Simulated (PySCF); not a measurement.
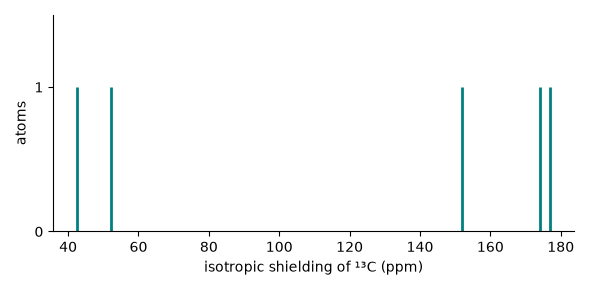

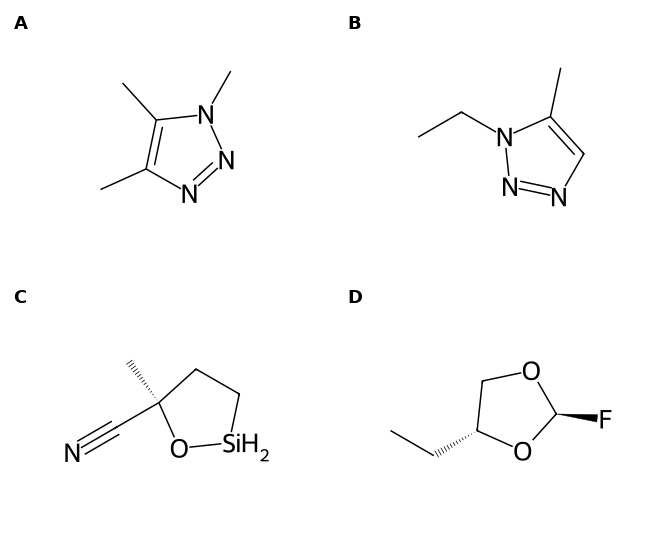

The sticks are computed shieldings of one of the molecules, for one fixed geometry (GFN2-xTB) without averaging over rotations. Low shielding means a high chemical shift. Method: GIAO PBE0/pcSseg-1 NMR shielding, non-relativistic, gas phase (PySCF 2.14.0).

Match the spectrum to a structure.

A, `Cc1nnn(C)c1C`. Its 5 C atoms give lines at 42.5, 52.2, 152.0, 174.1, 176.9 ppm.

The geometry is semi-empirical. Around Si such bond lengths and angles can be off by a tenth of an ångström or more and by several degrees, and values that hang on the shape move with them.
